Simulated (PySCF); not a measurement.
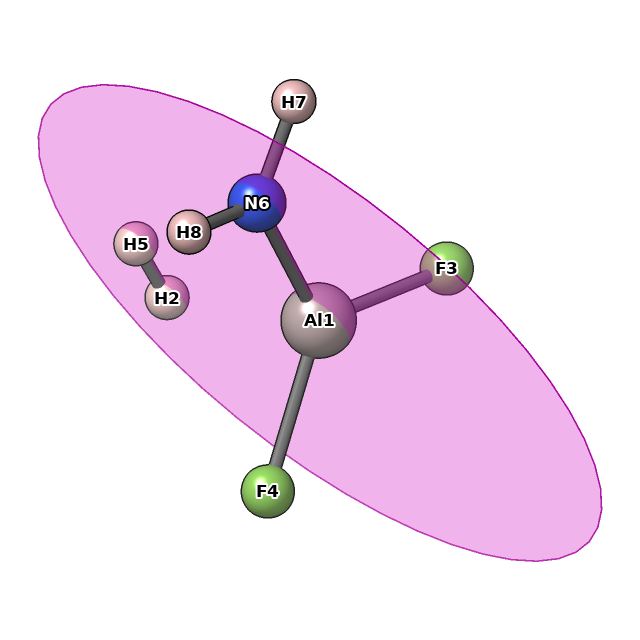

A disc through the centre of mass is drawn in. Depth is shown by fading: the farther an atom, the more it takes the colour of the background. The computed structure is the end point of a PBE0-D4/def2-TZVP optimisation. No frequency run is at hand to confirm it as a minimum.

> Is the plane of the disc a mirror plane of the structure?

Yes. The reflection leaves Al1, H2, H5, N6 in place and moves F3 ↔ F4; H7 ↔ H8. The point group is Cs.
